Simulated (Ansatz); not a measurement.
**SO2 (sulfur dioxide): levels of theory compared**

Wanted: a comparison of 6 runs (HF/STO-3G, r2SCAN/STO-3G, revPBE/STO-3G, wB97M-V/STO-3G, UMP2/STO-3G, CCSD/STO-3G) of SO2 (sulfur dioxide). 

The results are computed with Ansatz 0.2.0.

47 further runs of the same task are left out: 20 that didn't finish, 27 set aside as unsound or not needed.

### Step 1. The molecule

SO2 has 3 atoms, charge 0, and is taken as a singlet. SMILES: `O=S=O`. The O3–S2 distance was set to 2.151 Å, away from the relaxed value.

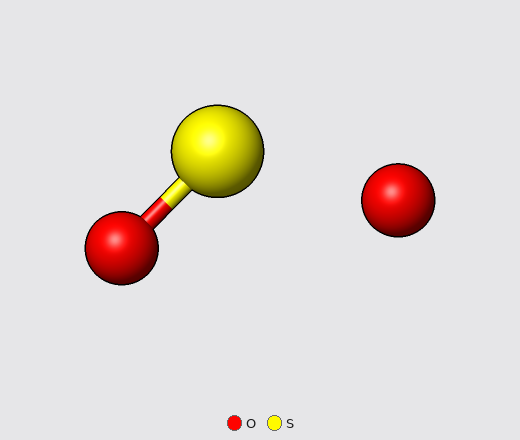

The structure, seen from a chosen angle (oxygen red, sulfur yellow).

### Step 2. The energy at HF/STO-3G (run 1)

File in.yaml:

```yaml
basis:
  gaussian: {orbitals: STO-3G}
crystal:
  periodic: [false, false, false]
  atoms:
    - symbol: O
      position_ang: [-1.175342, 1.315874, -0.494484]
    - symbol: S
      position_ang: [0.074938, 1.057634, 0.158656]
    - symbol: O
      position_ang: [0.690220, -1.001060, 0.264960]
hamiltonian: {xc: hf}
accuracy: high
```

Run with:

```
$ ansatz run in.yaml --threads 1 --pin off --max-ram 2610MiB --events-out events.jsonl --progress --plain --runs-dir runs
```

Log:

```text
Warning: RAYON_NUM_THREADS=1 ignored (pool sized by the plan → 1); use --threads N
Functional definition: HF
  name "HF"
  exchange = exact_x
  correlation = 0
325 factors; integrals over basis functions are off by at most 4.3e-8 eV
mean field evaluation 1: about -14687.4983 eV, gradient 4.9e1 eV
mean field evaluation 2: about -14687.5623 eV, gradient 4.9e1 eV
mean field evaluation 4: about -14696.4496 eV, gradient 5.7e1 eV
mean field evaluation 8: about -14709.6615 eV, gradient 1.6e0 eV
mean field evaluation 16: about -14709.6511 eV, gradient 1.4e-8 eV
mean field evaluation 32: about -14708.6385 eV, gradient 1.1e0 eV
mean field evaluation 64: about -14709.2103 eV, gradient 1.2e0 eV
mean field evaluation 96: about -14665.4434 eV, gradient 5.9e1 eV
mean field evaluation 128: about -14687.3660 eV, gradient 1.2e1 eV
mean field evaluation 160: about -14687.4956 eV, gradient 4.9e1 eV
mean field -14709.65113928 eV, -540.5697088090 hartree, gradient 1.8e-8 eV, S^2 0.000000; 2 other end points of the search recorded, 0 dependent functions left out
reference -14709.65113928 eV, -540.5697088090 hartree; 16, 16 occupied and 3, 3 virtual orbitals, 325 factors
Total energy: -14709.65113928 eV, -540.5697088090 hartree
```

It took 0.24 s on 1 thread of AMD EPYC 7R43 (Zen 3), shared host.

### Step 3. A single-point energy at r2SCAN/STO-3G (run 2)

File molecule.yaml:

```yaml
crystal:
  periodic: [false, false, false]
  atoms:
    - {symbol: O, position_ang: [-1.175342, 1.315874, -0.494484]}
    - {symbol: S, position_ang: [0.074938, 1.057634, 0.158656]}
    - {symbol: O, position_ang: [0.690220, -1.001060, 0.264960]}
basis:
  gaussian: {orbitals: STO-3G}
hamiltonian: {xc: r2scan}
accuracy: high
```

Run with:

```
$ ansatz run molecule.yaml --threads 1 --pin off --max-ram 2610MiB --events-out events.jsonl --progress --plain --runs-dir runs
```

Log:

```text
Warning: RAYON_NUM_THREADS=1 ignored (pool sized by the plan → 1); use --threads N
Functional definition: r2SCAN
  name "r2SCAN"
  parameter k0 = 0.174
  parameter k1 = 0.065
  parameter a1 = 4.9479
  exchange = r2scan_x(k0 = k0, k1 = k1, a1 = a1)
  correlation = r2scan_c
325 factors; integrals over basis functions are off by at most 4.3e-8 eV
mean field evaluation 1: about -14722.1422 eV, gradient 5.8e1 eV
mean field evaluation 2: about -14524.9444 eV, gradient 5.1e1 eV
mean field evaluation 4: about -14638.7786 eV, gradient 1.3e2 eV
mean field evaluation 8: about -14744.2715 eV, gradient 2.5e-1 eV
mean field evaluation 16: about -14740.7532 eV, gradient 2.2e1 eV
mean field evaluation 32: about -14743.7941 eV, gradient 1.8e0 eV
mean field -14744.27235666 eV, -541.8420150805 hartree, gradient 2.5e-8 eV, S^2 0.000000; 3 other end points of the search recorded, 0 dependent functions left out
reference -14744.27235682 eV, -541.8420150863 hartree; 16, 16 occupied and 3, 3 virtual orbitals, 325 factors
Total energy: -14744.27235682 eV, -541.8420150863 hartree
```

It took 4.2 s on 1 thread of AMD EPYC 7R43 (Zen 3), shared host; peak memory 0.14 GiB.

Runs 3 to 5 aren't shown in full; the table further down has their settings and results.

### Step 4. The energy at CCSD/STO-3G (run 6)

File job.yaml:

```yaml
crystal:
  periodic: [false, false, false]
  atoms:
    - symbol: O
      position_ang: [-1.175342, 1.315874, -0.494484]
    - symbol: S
      position_ang: [0.074938, 1.057634, 0.158656]
    - symbol: O
      position_ang: [0.690220, -1.001060, 0.264960]
basis:
  gaussian: {orbitals: STO-3G}
total_charge: 0
magnetization: {spin_polarized: false}
correlation: {method: ccsd, frozen_orbitals: {O: 1, S: 5}}
accuracy: high
scf: {omitted_lower_state_checks: [cluster_reference, increment]}
```

Run with:

```
$ ansatz run job.yaml --threads 1 --pin off --max-ram 2610MiB --events-out events.jsonl --progress --plain --runs-dir runs
```

Log:

```text
Warning: RAYON_NUM_THREADS=1 ignored (pool sized by the plan → 1); use --threads N
[... 16 lines left out ...]
7 core orbitals not correlated: weight in the atoms' cores, before any rotation towards them, 1.000 or more for the frozen orbitals, at most 0.000 for the correlated occupied ones
[... 65 lines left out ...]
Total energy: -14713.37695871 eV, -540.7066301475 hartree
Checks for a lower state left out: cluster_reference, increment
```

Run time: 0.65 s. Hardware: 1 thread of AMD EPYC 7R43 (Zen 3), shared host.

### Step 5. Overview of the runs

```csv
run,level,frozen core orbitals,energy (Eh),wall time
1,HF/STO-3G,–,-540.569709,0.24 s
2,r2SCAN/STO-3G,–,-541.842015,4.2 s
3,revPBE/STO-3G,–,-541.821178,1.4 s
4,wB97M-V/STO-3G,–,-541.885644,9 s
5,UMP2/STO-3G,7,-540.795574,1.2 s
6,CCSD/STO-3G,7,-540.706630,0.65 s
```

### Step 6. Outcome

| quantity | value |
| --- | --- |
| run 6: total energy | -540.70663 Eh |
| run 6: correlation energy (7 core orbitals frozen) | -136.9 mEh |
| run 6: T1 diagnostic | 0.031 |

Below the HF energy at the same shape and in the same basis (STO-3G): UMP2 -225.9 mEh; CCSD -136.9 mEh. Some of these start from another determinant than that one, so these aren't their correlation energies. Totals of different functionals can't be ranked against each other. In run 6 the T1 diagnostic is large, so a single reference may not serve. In run 6 the log says that unrestricted orbitals would lower the reference, so the values rest on an unstable closed-shell determinant (other closed-shell runs at this shape may share the fault). In runs 1, 2, 3, 4, 5, 6 the basis is minimal, so the values are rough. Spin contamination of the reference: run 5 ⟨S²⟩ = 1.81. Where it is this large, the reference is a mixture of spin states, and values that rest on it are in doubt. All runs together took 17 s, the longest 9 s.
